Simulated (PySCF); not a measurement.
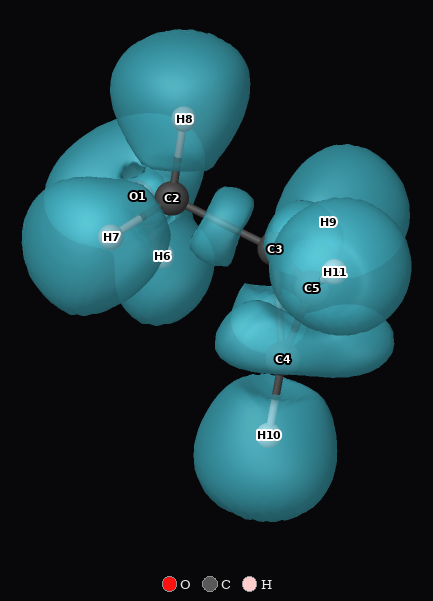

Figure. C$_{4}$H$_{6}$O (SMILES OCC1C=C1). Isosurface of the ELF at 0.75 (cyan), seen at an oblique angle. Only the valence region is drawn (cores and ρ < 0.01 e/Å³ removed).

Geometry: GFN2-xTB, MD frame at 250 fs, 200 K.

Computed with PySCF, PBE0/pcSseg-1, SCF density, gas phase, non-relativistic.

```xyz
11

O    -1.9913   -1.2731    0.4188
C    -1.2062   -0.1664    0.0271
C     0.1269   -0.6716   -0.4308
C     1.3330   -0.5041    0.4868
C     1.2560    0.3268   -0.5064
H    -1.4282   -1.9462    0.7980
H    -1.1857    0.5177    0.8964
H    -1.6908    0.2598   -0.8491
H     0.0980   -1.4887   -1.1096
H     1.7684   -0.9446    1.3595
H     1.6517    1.1730   -0.9329
```

Question: Where are the electrons localised?

Answer: The surface consists of four regions between bonded C–C atoms (shared pairs), five regions around hydrogen nuclei and one joined region spread over several atoms (H, O), in which their bonds and any lone pairs are merged. Along the contacts the grid gives the following. C–C (1.30 Å): the ELF peaks at about 0.85 between the atoms; a multiple bond. C–O (1.41 Å): the ELF peaks at about 0.90 between the atoms, as expected for a shared but strongly polarised pair.
